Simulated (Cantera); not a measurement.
A closed system holds: 1 mol MgO, 2.9 mol F₂, held at 1.00 bar.

Method: chemical equilibrium by Gibbs-energy minimisation in Cantera with the NASA 1993 tables (ideal gas, pure condensed phases). Candidate condensed phases: Mg, MgF₂, MgO; 14 gas species. The numbers say what is thermodynamically allowed, not how fast it happens.

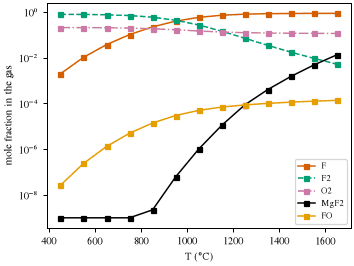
Equilibrium gas composition (values under 1e-9 drawn at 1e-9)

From 450 °C to 1250 °C the condensed part is MgF₂(s). From 1350 °C to 1650 °C the condensed part is MgF₂(l).
